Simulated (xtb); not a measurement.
## Frequency calculation of Sn₂H₆O₇ (part 2 of 2)

Continued. System: Sn₂H₆O₇ ([(OH)3Sn]2O). Method: GFN2-xTB (xtb 6.7.1). The geometry was optimised with GFN2-xTB.

Geometry of the input (Å):
```
Sn 1.1546  -0.9769  0.6256
O  1.9770  -0.2174  -0.8915
O  0.4659  -2.6497  0.1966
O  2.3645  -1.0570  2.0356
O  -0.1848  0.2685  1.0959
Sn -1.2135  1.0631  -0.2739
O  -1.5793  -0.3578  -1.4579
O  -2.7919  1.6758  0.4952
O  -0.3013  2.4115  -1.1715
H  2.8466  -0.5676  -1.0951
H  -0.2946  -2.6180  -0.3927
H  2.0355  -0.6656  2.8494
H  -2.3159  -0.2055  -2.0533
H  -2.7619  1.7210  1.4548
H  0.5991  2.1756  -1.4172
```

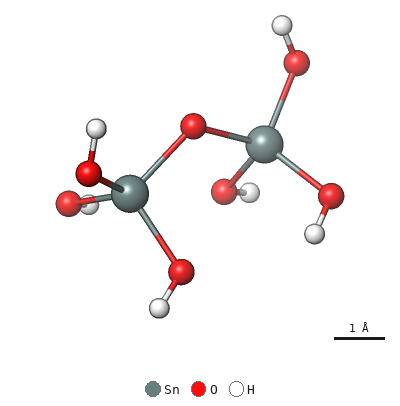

Figure 1. The structure as given in the input (ball-and-stick view, seen at a tilt). Sticks mark near contacts.

### The program's output, continued
```
 ---------------------------------------------------------------------------
     1  50 Sn   3.245 --     3 O    0.941     2 O    0.900     4 O    0.894
                             5 O    0.720
     2   8 O    2.163 --     1 Sn   0.900    10 H    0.870     3 O    0.153
                             4 O    0.137     5 O    0.107
     3   8 O    2.207 --     1 Sn   0.941    11 H    0.858     2 O    0.153
                             4 O    0.136     5 O    0.135
     4   8 O    2.156 --     1 Sn   0.894    12 H    0.862     2 O    0.137
                             3 O    0.136     5 O    0.128
     5   8 O    2.187 --     6 Sn   0.720     1 Sn   0.720     9 O    0.135
                             3 O    0.135     4 O    0.128     8 O    0.128
                             7 O    0.107     2 O    0.107
     6  50 Sn   3.245 --     9 O    0.941     7 O    0.900     8 O    0.894
                             5 O    0.720
     7   8 O    2.163 --     6 Sn   0.900    13 H    0.870     9 O    0.153
                             8 O    0.137     5 O    0.107
     8   8 O    2.156 --     6 Sn   0.894    14 H    0.862     7 O    0.137
                             9 O    0.136     5 O    0.128
     9   8 O    2.207 --     6 Sn   0.941    15 H    0.858     7 O    0.153
                             8 O    0.136     5 O    0.135
    10   1 H    0.887 --     2 O    0.870
    11   1 H    0.876 --     3 O    0.858
    12   1 H    0.877 --     4 O    0.862
    13   1 H    0.887 --     7 O    0.870
    14   1 H    0.877 --     8 O    0.862
    15   1 H    0.876 --     9 O    0.858
 ---------------------------------------------------------------------------

Topologies differ in total number of bonds
Writing topology from bond orders to xtbtopo.mol

molecular dipole:
                 x           y           z       tot (Debye)
 q only:        0.053      -0.078      -0.321
   full:        0.016      -0.025      -0.103       0.273
molecular quadrupole (traceless):
                xx          xy          yy          xz          yz          zz
 q only:        2.110       4.779      -8.041      -2.068       4.594       5.931
  q+dip:       -0.209      13.428     -11.911      -5.913       8.938      12.120
   full:        3.298       6.366     -12.869      -3.005       7.130       9.571

           -------------------------------------------------
          |               Frequency Printout                |
           -------------------------------------------------
 projected vibrational frequencies (cm⁻¹)
eigval :       -0.00    -0.00    -0.00     0.00     0.00     0.00
eigval :       31.51    36.58    57.75    87.03   100.36   117.27
eigval :      122.35   138.48   139.74   143.37   156.73   161.83
eigval :      174.00   180.12   196.75   199.24   250.38   291.84
eigval :      334.15   393.43   461.31   503.38   543.97   544.59
eigval :      571.34   574.72   575.58   837.75   839.85   851.25
eigval :      856.40   881.65   894.06  3545.09  3546.76  3568.13
eigval :     3572.47  3601.89  3603.75
 reduced masses (amu)
   1: 70.58   2: 80.75   3: 58.37   4: 82.29   5: 57.30   6: 49.95   7: 15.42   8: 17.63
   9: 38.39  10: 20.02  11: 15.77  12: 34.40  13: 28.27  14: 21.06  15: 20.75  16: 26.98
  17: 32.01  18: 17.89  19: 21.09  20: 44.33  21: 24.82  22: 11.15  23: 10.77  24:  8.28
  25:  4.85  26: 21.64  27: 17.86  28: 29.93  29: 29.44  30: 31.74  31: 27.88  32: 33.30
  33: 33.06  34:  2.56  35:  2.67  36:  2.91  37:  3.17  38:  2.76  39:  3.10  40:  1.88
  41:  1.87  42:  1.88  43:  1.88  44:  1.87  45:  1.88
 IR intensities (km·mol⁻¹)
   1:  0.00   2:  0.00   3:  0.00   4:  0.00   5:  0.00   6:  0.01   7:  1.59   8:  1.55
   9:  0.79  10: 12.79  11: 13.36  12:  6.46  13:  5.51  14:  3.24  15: 38.52  16:  3.48
  17: 47.23  18:  3.82  19: 25.31  20: 15.76  21: 13.89  22: 24.10  23:284.37  24:231.00
  25:288.01  26: 51.91  27: 22.51  28:107.46  29: 85.99  30: 49.52  31:543.87  32:202.38
  33:311.19  34: 67.32  35:138.74  36:178.15  37:  9.60  38:574.00  39:  0.16  40:103.62
  41: 33.91  42:  3.44  43:142.31  44: 75.71  45: 23.15
 Raman intensities (Ä⁴*amu⁻¹)
   1:  0.00   2:  0.00   3:  0.00   4:  0.00   5:  0.00   6:  0.00   7:  0.00   8:  0.00
   9:  0.00  10:  0.00  11:  0.00  12:  0.00  13:  0.00  14:  0.00  15:  0.00  16:  0.00
  17:  0.00  18:  0.00  19:  0.00  20:  0.00  21:  0.00  22:  0.00  23:  0.00  24:  0.00
  25:  0.00  26:  0.00  27:  0.00  28:  0.00  29:  0.00  30:  0.00  31:  0.00  32:  0.00
  33:  0.00  34:  0.00  35:  0.00  36:  0.00  37:  0.00  38:  0.00  39:  0.00  40:  0.00
Molecule has the following symmetry elements: (C2)
It seems to be the C2 point group
  41:  0.00  42:  0.00  43:  0.00  44:  0.00  45:  0.00
 output can be read by thermo (or use thermo option).
 writing <g98.out> molden fake output.
 recommended (thermochemical) frequency scaling factor: 1.0
           -------------------------------------------------
          |             Thermodynamic Functions             |
           -------------------------------------------------

c2  symmetry found (for desy threshold:  0.10E+00) used in thermo

          ...................................................
          :                      SETUP                      :
          :.................................................:
          :  # frequencies                          39      :
          :  # imaginary freq.                       0      :
          :  linear?                             false      :
          :  only rotor calc.                    false      :
          :  symmetry                               c2      :
          :  rotational number                       2      :
          :  scaling factor                  1.0000000      :
          :  rotor cutoff                   50.0000000 cm⁻¹ :
          :  imag. cutoff                  -20.0000000 cm⁻¹ :
          :.................................................:

    mode    ω/cm⁻¹     T·S(HO)/kcal·mol⁻¹    T·S(FR)/kcal·mol⁻¹   T·S(vib)
   ------------------------------------------------------------------------
       1     31.51    -1.70908 ( 13.62%)    -1.19321 ( 86.38%)    -1.26346
       2     36.58    -1.62082 ( 22.27%)    -1.14900 ( 77.73%)    -1.25406
       3     57.75    -1.35145 ( 64.02%)    -1.01380 ( 35.98%)    -1.22995
       4     87.03    -1.11080 ( 90.18%)    -0.89229 (  9.82%)    -1.08934
       5    100.36    -1.02782 ( 94.20%)    -0.85010 (  5.80%)    -1.01751
       6    117.27    -0.93767 ( 96.80%)    -0.80399 (  3.20%)    -0.93339
       7    122.35    -0.91320 ( 97.29%)    -0.79141 (  2.71%)    -0.90990
       8    138.48    -0.84221 ( 98.33%)    -0.75473 (  1.67%)    -0.84074
       9    139.74    -0.83704 ( 98.39%)    -0.75205 (  1.61%)    -0.83567
      10    143.37    -0.82243 ( 98.54%)    -0.74446 (  1.46%)    -0.82129
      11    156.73    -0.77188 ( 98.97%)    -0.71806 (  1.03%)    -0.77133
      12    161.83    -0.75382 ( 99.10%)    -0.70858 (  0.90%)    -0.75341
      13    174.00    -0.71311 ( 99.32%)    -0.68709 (  0.68%)    -0.71293
      14    180.12    -0.69384 ( 99.41%)    -0.67686 (  0.59%)    -0.69374
      15    196.75    -0.64497 ( 99.58%)    -0.65069 (  0.42%)    -0.64499
      16    199.24    -0.63807 ( 99.60%)    -0.64697 (  0.40%)    -0.63810
      17    250.38    -0.51518 ( 99.84%)    -0.57930 (  0.16%)    -0.51528
      18    291.84    -0.43627 ( 99.91%)    -0.53390 (  0.09%)    -0.43635
   ------------------------------------------------------------------------

   temp. (K)  partition function   enthalpy   heat capacity  entropy
                                   cal/mol     cal/K/mol   cal/K/mol   J/K/mol
 298.15  VIB  0.876E+07             9022.869     46.432     58.751
         ROT  0.872E+06              888.752      2.981     30.165
         INT  0.765E+13             9911.622     49.413     88.916
         TR   0.648E+28             1481.254      4.968     43.479
         TOT                       11392.8754    54.3811   132.3949   553.9402

       T/K    H(0)-H(T)+PV         H(T)/Eh          T*S/Eh         G(T)/Eh
   ------------------------------------------------------------------------
    298.15    0.181557E-01    0.949000E-01    0.629051E-01    0.319949E-01
   ------------------------------------------------------------------------

         :::::::::::::::::::::::::::::::::::::::::::::::::::::
         ::                  THERMODYNAMIC                  ::
         :::::::::::::::::::::::::::::::::::::::::::::::::::::
         :: total free energy         -35.712633518788 Eh   ::
         ::.................................................::
         :: total energy              -35.744628388165 Eh   ::
         :: zero point energy           0.076744253811 Eh   ::
         :: G(RRHO) w/o ZPVE           -0.044749384435 Eh   ::
         :: G(RRHO) contrib.            0.031994869377 Eh   ::
         :::::::::::::::::::::::::::::::::::::::::::::::::::::

           -------------------------------------------------
          | TOTAL ENERGY              -35.744628388165 Eh   |
          | TOTAL ENTHALPY            -35.649728431674 Eh   |
          | TOTAL FREE ENERGY         -35.712633518788 Eh   |
          | GRADIENT NORM               0.000034705922 Eh/α |
          | HOMO-LUMO GAP               5.433640652056 eV   |
           -------------------------------------------------

------------------------------------------------------------------------
------------------------------------------------------------------------
 total:
 *  cpu-time:     0 d,  0 h,  0 min,  3.254 sec
 * ratio c/w:     0.468 speedup
 SCF:
 *  cpu-time:     0 d,  0 h,  0 min,  0.040 sec
 * ratio c/w:     0.326 speedup
 analytical hessian:
 *  cpu-time:     0 d,  0 h,  0 min,  3.176 sec
 * ratio c/w:     0.469 speedup
```

### File vibspectrum
```
$vibrational spectrum
#  mode     symmetry     wave number   IR intensity    selection rules
#                         cm**(-1)      (km*mol⁻¹)        IR
     1                      -0.00         0.00000          -
     2                      -0.00         0.00000          -
     3                      -0.00         0.00000          -
     4                       0.00         0.00000          -
     5                       0.00         0.00000          -
     6                       0.00         0.00000          -
     7        a             31.51         1.58563         YES
     8        a             36.58         1.55038         YES
     9        a             57.75         0.79074         YES
    10        a             87.03        12.78791         YES
    11        a            100.36        13.35824         YES
    12        a            117.27         6.45603         YES
    13        a            122.35         5.50518         YES
    14        a            138.48         3.24444         YES
    15        a            139.74        38.52406         YES
    16        a            143.37         3.47521         YES
    17        a            156.73        47.22509         YES
    18        a            161.83         3.82180         YES
    19        a            174.00        25.31391         YES
    20        a            180.12        15.75912         YES
    21        a            196.75        13.88989         YES
    22        a            199.24        24.09671         YES
    23        a            250.38       284.37494         YES
    24        a            291.84       230.99796         YES
    25        a            334.15       288.00577         YES
    26        a            393.43        51.91313         YES
    27        a            461.31        22.50696         YES
    28        a            503.38       107.45798         YES
    29        a            543.97        85.99496         YES
    30        a            544.59        49.51664         YES
    31        a            571.34       543.86746         YES
    32        a            574.72       202.37656         YES
    33        a            575.58       311.18817         YES
    34        a            837.75        67.31996         YES
    35        a            839.85       138.73596         YES
    36        a            851.25       178.15372         YES
    37        a            856.40         9.59856         YES
    38        a            881.65       574.00454         YES
    39        a            894.06         0.15903         YES
    40        a           3545.09       103.62250         YES
    41        a           3546.76        33.90515         YES
    42        a           3568.13         3.44052         YES
    43        a           3572.47       142.31109         YES
    44        a           3601.89        75.70899         YES
    45        a           3603.75        23.15283         YES
$end
```

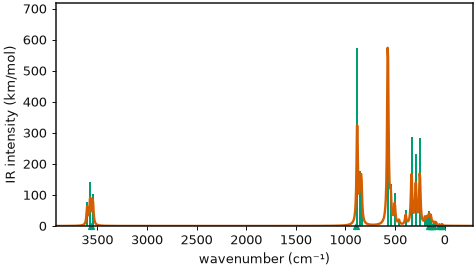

Figure 2. Harmonic infrared spectrum, unscaled: sticks (degenerate modes added up, dark ones marked on the axis) with a Lorentzian envelope of 16 cm⁻¹ full width, scaled to the tallest stick. 39 modes from 32 to 3604 cm⁻¹, none imaginary. The strongest line is at 882 cm⁻¹ (574 km/mol).

### Results in brief

| quantity | value |
| --- | --- |
| outcome | converged |
| electrons treated | 56 |
| total energy | −35.744628 hartree |
| dispersion energy | −0.012519 hartree |
| basis functions | 54 |
| HOMO | −12.98 eV |
| LUMO | −7.55 eV |
| zero-point energy | 0.076744 hartree |
| dipole moment | 0.27 D |
| wavenumbers, lowest and highest | 32 and 3604 cm⁻¹ |
| hardware | 1 thread of Intel Xeon @ 2.50GHz (Skylake/Cascade Lake), 189 GiB of memory available, shared host |
| wall time | 7.2 s (CPU time 3.3 s; the host was busy) |
| peak memory | 0.073 GiB |

### Remarks

Settings chosen away from the usual ones: method = gfn2-xtb; task = frequencies; x = {"hess_scc_accuracy": 0.3}; geo = {"prev": "A"}.
